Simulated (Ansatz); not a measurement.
```sh
ansatz run in.yaml --threads 2 --pin off --events-out ev --progress --plain --max-ram 4352MiB
```

```yaml
crystal:
  periodic: [false, false, false]
  atoms:
    - {symbol: B, position_ang: [0.054211, -1.108880, 0.023878]}
    - {symbol: Ga, position_ang: [-0.034891, 0.952922, -0.036773]}
    - {symbol: H, position_ang: [-0.697745, -1.759725, 0.692887]}
    - {symbol: H, position_ang: [0.861265, -1.732034, -0.606084]}
    - {symbol: H, position_ang: [-0.921566, 1.727156, -1.084048]}
    - {symbol: H, position_ang: [0.780725, 1.856462, 0.964042]}
basis:
  gaussian: {orbitals: def2-TZVPP}
hamiltonian: {xc: lda}
output: {orbitals: {seedname: orbitals}}
```

Describe the molecule in this file.

It has 6 atoms: 1 boron, 1 gallium and 4 hydrogen (BGaH₄). SMILES: `[BH2][GaH2]`. Among its groups: B–H bond. The point group is C2v. Coordination: 1 B trigonal planar; 1 Ga trigonal planar.

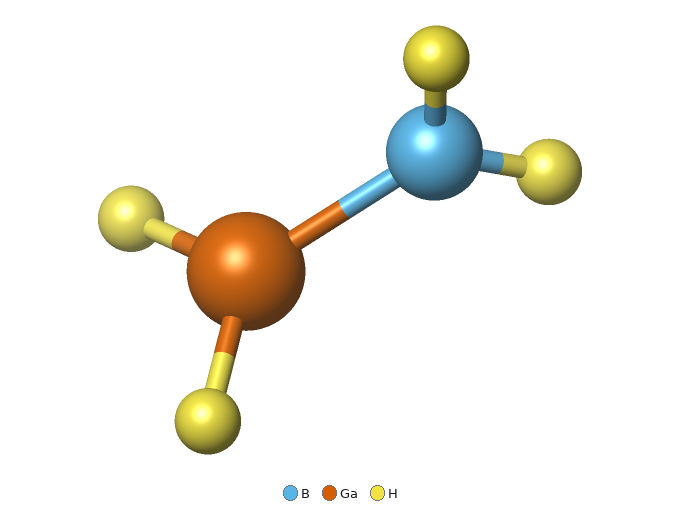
